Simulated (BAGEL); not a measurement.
# HF/6-31G(d) (density fitting with qzvpp-jkfit, spherical functions) run of SiCl3F (SiFCl3)

Aim: the vertical singlet–triplet gap of SiCl3F (SiFCl3) at HF/6-31G* (density fitting with qzvpp-jkfit, spherical functions), from 2 runs. 

The results are computed with BAGEL 1.2.2.

1 further run of the same task is left out (it didn't finish). Runs told in other sessions of the task aren't counted.

## Step 1: Starting point

SiCl3F: 5 atoms, total charge 0, spin state singlet. SMILES: `F[Si](Cl)(Cl)Cl`. Geometry: relaxed at GFN2-xTB.

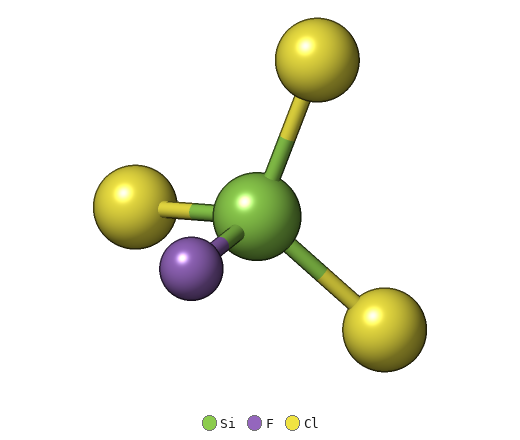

Viewed from a chosen angle; silicon green, fluorine purple, chlorine yellow.

## Step 2: A single-point energy at HF/6-31G(d) (density fitting with qzvpp-jkfit, spherical functions)

Contents of input.json:

```json
{ "bagel": [

{
  "title": "molecule",
  "basis": "6-31gs.json",
  "df_basis": "qzvpp-jkfit",
  "angstrom": true,
  "geometry": [
    { "atom": "Si", "xyz": [       0.001240,       0.000280,       0.001110 ] },
    { "atom": "F", "xyz": [       0.008020,      -0.015930,       1.611740 ] },
    { "atom": "Cl", "xyz": [       1.917960,       0.008800,      -0.546760 ] },
    { "atom": "Cl", "xyz": [      -0.968370,       1.664060,      -0.517190 ] },
    { "atom": "Cl", "xyz": [      -0.958850,      -1.657200,      -0.548890 ] }
  ]
},

{ "title": "hf" },

{ "title": "print", "file": "orbitals.molden", "orbitals": true }

]}
```

The basis set 6-31G* is read from a file made from the Basis Set Exchange's data (not shown).

Launch:

```console
$ BAGEL_NUM_THREADS=1 BAGEL input.json > input.out
```

The program printed:

```text
* using 1 threads per process

  ===============================================================
  ===============================================================

  *** Geometry ***

  { "atom" : "Si", "xyz" : [      0.002343,      0.000529,      0.002098 ] },
  { "atom" : "F", "xyz" : [      0.015156,     -0.030103,      3.045747 ] },
  { "atom" : "Cl", "xyz" : [      3.624419,      0.016630,     -1.033227 ] },
  { "atom" : "Cl", "xyz" : [     -1.829954,      3.144618,     -0.977347 ] },
  { "atom" : "Cl", "xyz" : [     -1.811964,     -3.131654,     -1.037252 ] },

  Number of auxiliary basis functions:      589

  Since a DF basis is specified, we compute 2- and 3-index integrals:
    o Being stored without compression. Storage requirement is 0.035 GB

  Number of basis functions:       86
  Number of electrons      :       74

    * METHOD: MOLECULE                             0.62

  *** RHF ***

  === Nuclear Repulsion ===
   453.2208768260

      * DIIS with orbital gradients will be used.

  === RHF iteration (6-31gs.json) ===
      0      -1766.84368977          0.01580517           0.22
      1      -1766.95393031          0.01030562           0.21
      2      -1767.01196489          0.00078265           0.21
      3      -1767.01266972          0.00030190           0.21
      4      -1767.01275429          0.00005342           0.21
      5      -1767.01275760          0.00001309           0.21
      6      -1767.01275788          0.00000340           0.21
      7      -1767.01275789          0.00000060           0.21
      8      -1767.01275789          0.00000025           0.21
      9      -1767.01275789          0.00000006           0.21
     10      -1767.01275789          0.00000003           0.21
     11      -1767.01275789          0.00000000           0.21
    * SCF iteration converged.

    * Permanent dipole moment:
           (   -0.003065,    -0.003265,     0.363936) a.u.

    * METHOD: HF                                   2.90

    * METHOD: PRINT                                0.02

  ===============================================================
```

It took 3.9 s on 1 thread of Arm Neoverse N1, shared host; peak memory 0.16 GiB.

## Step 3: The triplet, same level

Contents of input.json:

```json
{ "bagel" : [

{
  "title" : "molecule",
  "basis" : "6-31gs.json",
  "df_basis" : "qzvpp-jkfit",
  "angstrom" : "true",
  "geometry" : [
    { "atom" : "Si", "xyz" : [       0.001240,       0.000280,       0.001110 ] },
    { "atom" : "F", "xyz" : [       0.008020,      -0.015930,       1.611740 ] },
    { "atom" : "Cl", "xyz" : [       1.917960,       0.008800,      -0.546760 ] },
    { "atom" : "Cl", "xyz" : [      -0.968370,       1.664060,      -0.517190 ] },
    { "atom" : "Cl", "xyz" : [      -0.958850,      -1.657200,      -0.548890 ] }
  ]
},

{ "title" : "uhf", "nopen" : 2 },

{ "title" : "print", "file" : "orbitals.molden", "orbitals" : "true" }

]}
```

The basis set 6-31G* is read from a file made from the Basis Set Exchange's data (not shown).

Launch:

```console
$ BAGEL_NUM_THREADS=1 BAGEL input.json > input.out
```

The program printed:

```text
* using 1 threads per process

  ===============================================================
  ===============================================================

  *** Geometry ***

  { "atom" : "Si", "xyz" : [      0.002343,      0.000529,      0.002098 ] },
  { "atom" : "F", "xyz" : [      0.015156,     -0.030103,      3.045747 ] },
  { "atom" : "Cl", "xyz" : [      3.624419,      0.016630,     -1.033227 ] },
  { "atom" : "Cl", "xyz" : [     -1.829954,      3.144618,     -0.977347 ] },
  { "atom" : "Cl", "xyz" : [     -1.811964,     -3.131654,     -1.037252 ] },

  Number of auxiliary basis functions:      589

  Since a DF basis is specified, we compute 2- and 3-index integrals:
    o Being stored without compression. Storage requirement is 0.035 GB

  Number of basis functions:       86
  Number of electrons      :       74

    * METHOD: MOLECULE                             0.63

  *** Open-shell HF ***

  === Nuclear Repulsion ===
   453.2208768260

      * DIIS with orbital gradients will be used.

  === UHF iteration (6-31gs.json) ===
      0      -1766.50733114          0.02851415           0.45
      1      -1766.60671879          0.02025264           0.44
      2      -1766.64755659          0.01257260           0.44
      3      -1766.67307831          0.00109701           0.44
      4      -1766.67734692          0.00072297           0.44
      5      -1766.67984755          0.00041501           0.44
      6      -1766.68122161          0.00013960           0.44
      7      -1766.68133857          0.00010934           0.44
      8      -1766.68139927          0.00009354           0.44
      9      -1766.68141096          0.00009480           0.44
     10      -1766.68137967          0.00007599           0.44
     11      -1766.68134023          0.00003576           0.44
     12      -1766.68134078          0.00001655           0.44
     13      -1766.68134218          0.00000926           0.44
     14      -1766.68134258          0.00000861           0.43
     15      -1766.68134282          0.00000927           0.44
     16      -1766.68134256          0.00000817           0.44
     17      -1766.68134222          0.00000334           0.44
     18      -1766.68134221          0.00000172           0.44
     19      -1766.68134222          0.00000098           0.44
     20      -1766.68134223          0.00000083           0.43
     21      -1766.68134223          0.00000075           0.44
     22      -1766.68134224          0.00000068           0.43
     23      -1766.68134224          0.00000068           0.43
     24      -1766.68134224          0.00000068           0.43
     25      -1766.68134224          0.00000069           0.43
     26      -1766.68134224          0.00000069           0.43
[... 47 lines of this table left out ...]
     74      -1766.68134224          0.00000002           0.45
     75      -1766.68134224          0.00000002           0.44
     76      -1766.68134224          0.00000002           0.43
     77      -1766.68134224          0.00000002           0.43
     78      -1766.68134224          0.00000002           0.44
     79      -1766.68134224          0.00000002           0.44
     80      -1766.68134224          0.00000001           0.44
     81      -1766.68134224          0.00000001           0.43
     82      -1766.68134224          0.00000001           0.44
     83      -1766.68134224          0.00000001           0.43
     84      -1766.68134224          0.00000001           0.43
     85      -1766.68134224          0.00000001           0.44
     86      -1766.68134224          0.00000001           0.44
    * SCF iteration converged.

    * S^2 (UHF) is 2.0363

    * Permanent dipole moment:
           (   -0.000885,     0.006379,     0.115748) a.u.

    * METHOD: UHF                                 38.46

    * METHOD: PRINT                                0.02

  ===============================================================
```

It took 39 s on 1 thread of Arm Neoverse N1, shared host; peak memory 0.16 GiB.

## Step 4: What came out

At HF/6-31G* (density fitting with qzvpp-jkfit, spherical functions):

| quantity | value |
| --- | --- |
| singlet: total energy | -1767.01276 Eh |
| singlet: dipole moment | 0.93 D |
| singlet: HOMO energy | -13.20 eV |
| singlet: LUMO energy | 3.37 eV |
| singlet: HOMO–LUMO gap | 16.56 eV |
| triplet: total energy | -1766.68134 Eh |
| triplet: dipole moment | 0.29 D |
| triplet: ⟨S²⟩ | 2.036 |
| vertical energy of the triplet above the singlet | 9.018 eV |

In words: At this shape the triplet lies 9.02 eV (870 kJ/mol) above the singlet.
